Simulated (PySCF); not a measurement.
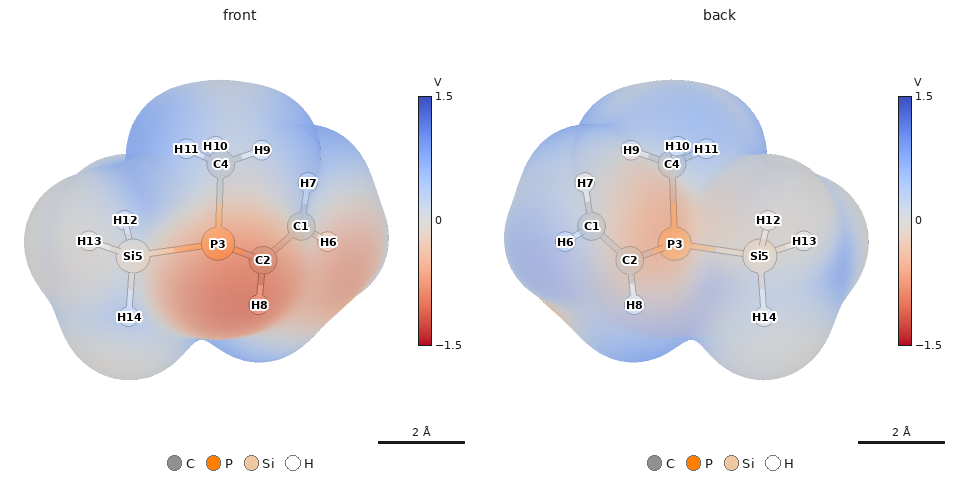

Figure. C3H9PSi (SMILES C=CP(C)[SiH3]). The electrostatic potential painted on the density surface at 0.001 e/bohr³, seen from the front and from behind; red is negative and blue positive.

Geometry: GFN2-xTB.

Method: PySCF 2.14.0, PBE0/pcSseg-1, SCF density, gas phase, non-relativistic.

The calculation's input:

```
{"job": {"kind": "nmr", "xc": "PBE0", "basis": "pcSseg-1"}, "charge": 0, "multiplicity": 1}
C     -0.555842    -2.131799     0.056844
C     -1.047322    -0.944041     0.379094
P     -0.141757     0.483491     1.010340
C      1.601052     0.067971     0.546208
Si    -0.638892     1.903969    -0.649380
H     -1.197999    -2.935519    -0.265593
H      0.496709    -2.355168     0.098792
H     -2.117980    -0.773201     0.351462
H      1.992515    -0.680289     1.234141
H      1.661127    -0.305976    -0.474365
H      2.202082     0.970568     0.640007
H     -0.255400     1.427148    -1.982831
H      0.084232     3.144369    -0.366152
H     -2.083201     2.128005    -0.615667
```

Run with:

```sh
OMP_NUM_THREADS=1 python probes_run.py task.json out
```

Question: Which sites attract a positive test charge, and which a negative one?

Answer: A positive charge is drawn to the negative regions and a negative charge to the positive ones. The most negative region (about −1.0 V) lies over P3, the most positive (about +0.7 V) over the H and Si atoms.

Question: What dipole moment does the calculation give?

Answer: Its dipole moment is 1.13 D.
